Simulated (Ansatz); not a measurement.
WSi2: pressure series

The reference is WSi₂ (space group I4/mmm, No. 139; a = 3.2294 Å, c = 7.8677 Å).

Cell and atoms are relaxed at each pressure.

The values are results of PBE (Ansatz, a program for electronic structure, PAW, no SOC), earlier PAW set, not measurements.

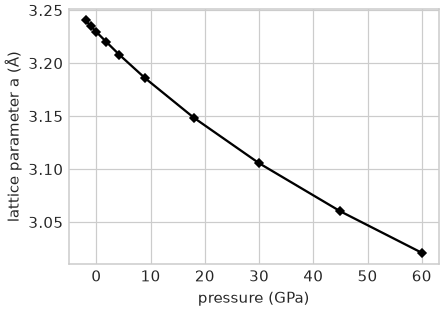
*Lattice parameter a against pressure*

Task: From the plot, what is the lattice parameter a for pressure 18 GPa?

Result: About 3.15 Å.

Task: Is the trend monotonic over the range shown?

Result: Yes, it falls throughout, spanning 3.021 Å to 3.240 Å.

Load acts through the strain it causes; cell and atoms are relaxed under it. Whether these cells are dynamically stable was not tested. Competing high-pressure phases were not computed. The final runs are not spin-polarised.
